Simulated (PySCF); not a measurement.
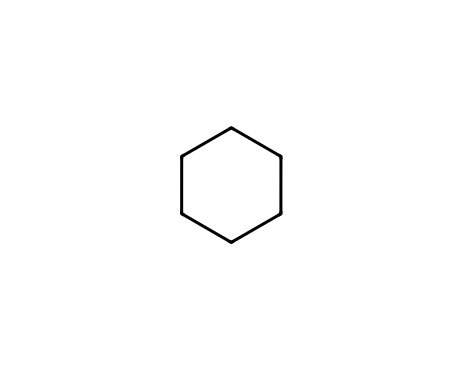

**Transcribe the drawing into SMILES.**

C1CCCCC1

**Give the formula, hydrogens included.**

C6H12.

**An optimisation with PBE0-D3(BJ)/def2-SVP gave a structure of which point group?**

D3d.

The parts below concern this one geometry. Atoms keep their numbers from picture to picture. The computed structure is the end point of a PBE0-D3(BJ)/def2-SVP optimisation. No frequency run is at hand to confirm it as a minimum.

## Geometry

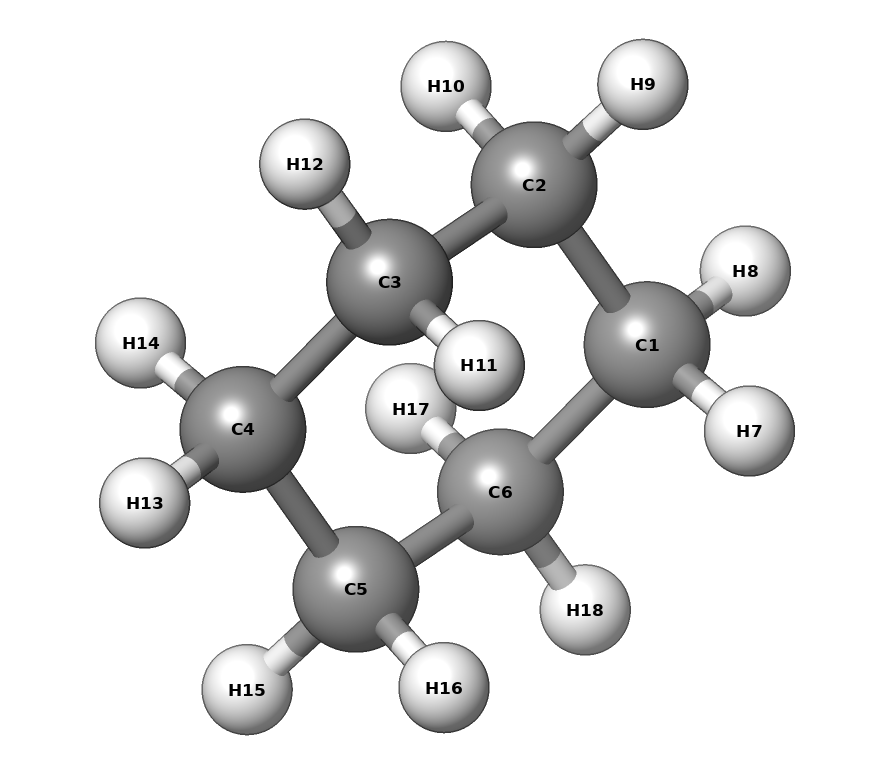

The atoms are numbered. No frequency run is at hand to confirm it as a minimum.

**How are the neighbours of atom 1 arranged?**

C1 has 4 neighbours (C2 at 1.53, C6 at 1.53, H7 at 1.11, H8 at 1.10 Å); the arrangement is tetrahedral.

**What is the dihedral angle C2–C3–C4–C5?**

54° in size, that is gauche.

## Electronic properties

No frequency run is at hand to confirm it as a minimum. Method: PBE0/pcSseg-1, gas phase (PySCF 2.14.0).

Predict the main results.

- HOMO energy (Kohn–Sham orbital): −8.39 eV
- LUMO energy (Kohn–Sham orbital): 1.47 eV
- HOMO–LUMO gap: 9.86 eV

## Ring current

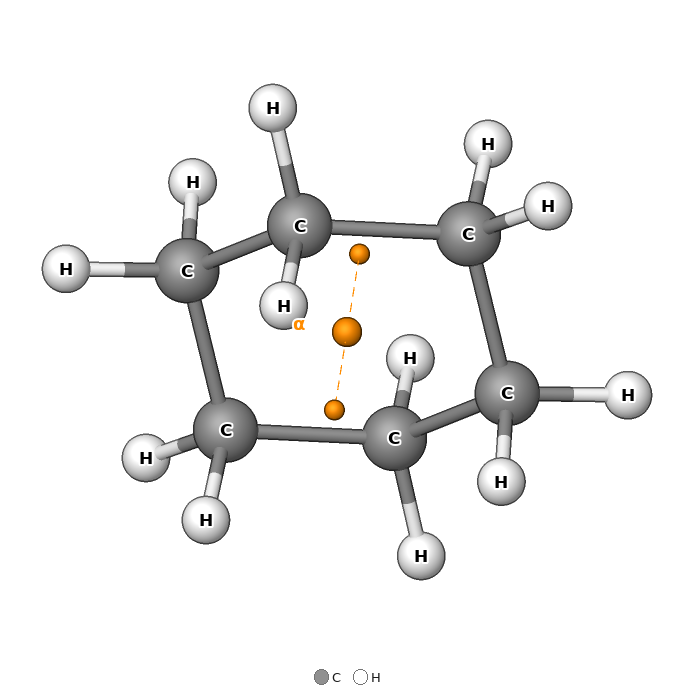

The small points mark where nucleus-independent chemical shifts (NICS) were computed: at the centre of each lettered ring and 1 Å above and below it. No frequency run is at hand to confirm it as a minimum. Method: GIAO PBE0/pcSseg-1 NMR shielding, non-relativistic, gas phase (PySCF 2.14.0).

Give NICS(0), NICS(1) and the out-of-plane component NICS(1)zz for each ring (means of the two sides).

| ring | members | NICS(0) | NICS(1) | NICS(1)zz |
| --- | --- | --- | --- | --- |
| α | C6 | −2.0 | −2.2 | 3.0 |

Values in ppm.

**What do the values say about the ring currents?**

Ring α: weak, as in a non-aromatic ring. NICS is one index among several.

## NMR shielding

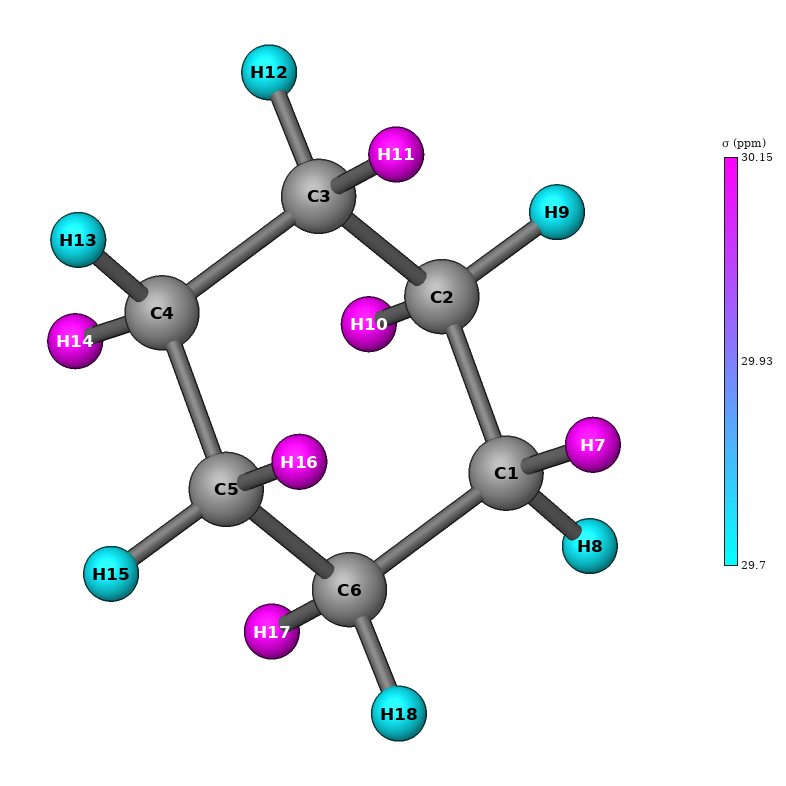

Atoms are coloured by their isotropic NMR shieldings (H only, the others grey). No frequency run is at hand to confirm it as a minimum. Method: GIAO PBE0/pcSseg-1 NMR shielding, non-relativistic, gas phase (PySCF 2.14.0).

List the isotropic NMR shieldings of the H atoms.

```csv
atom,σ (ppm)
H7,30.14
H8,29.73
H9,29.73
H10,30.14
H11,30.15
H12,29.73
H13,29.73
H14,30.14
H15,29.73
H16,30.14
H17,30.15
H18,29.73
```
